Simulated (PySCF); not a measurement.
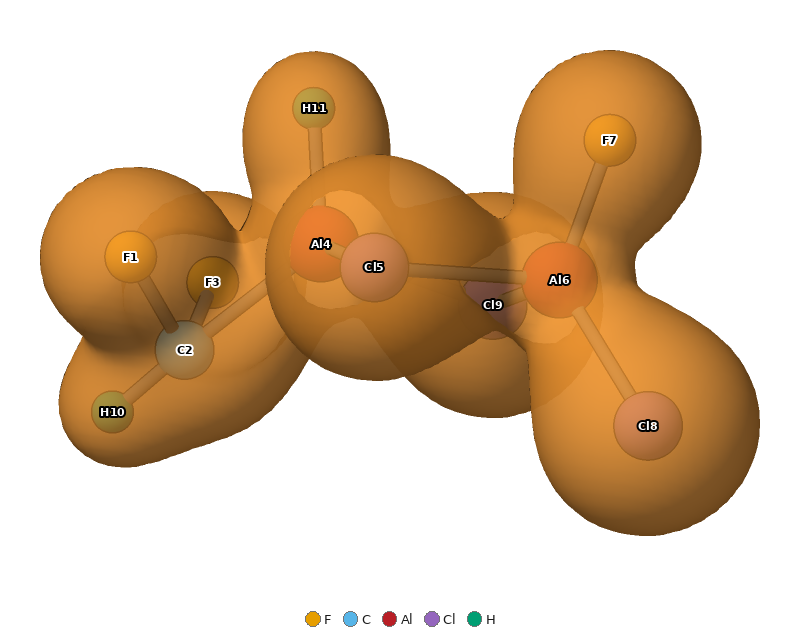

Figure. CH2Al2Cl3F3. Isosurface of the total electron density at 0.2 e/Å³ (orange), seen at an oblique angle.

Geometry: GFN2-xTB.

The calculation used PySCF 2.14.0, PBE0/pcSseg-1, SCF density, gas phase, non-relativistic.

```xyz
11

F    -2.2992    1.0897    0.2399
C    -1.9903   -0.0635    1.0172
F    -2.3055   -1.0767    0.0614
Al   -0.5428    0.0284   -0.3382
Cl    0.9173    1.5713    0.1005
Al    2.4231    0.0038   -0.2685
F     2.7651    0.1293   -1.8772
Cl    3.7800   -0.1275    1.2151
Cl    0.8950   -1.5841   -0.1555
H    -2.7484   -0.1263    1.7987
H    -0.8888    0.1583   -1.8195
```

### What does this surface tell about the bonding?

At this value the surface is in one piece. It bridges the sampled C–F (1.42 Å), Al–F (1.65 Å), C–Al (1.99 Å) and Al–Cl (2.01 Å) contacts, where the density stays above the isovalue. On the grid the lowest density along these lines, outside the cores, is 1.5 e/Å³ (C–F, 1.42 Å), 0.74 e/Å³ (Al–F, 1.65 Å), 0.48 e/Å³ (C–Al, 1.99 Å) and 0.66 e/Å³ (Al–Cl, 2.01 Å).
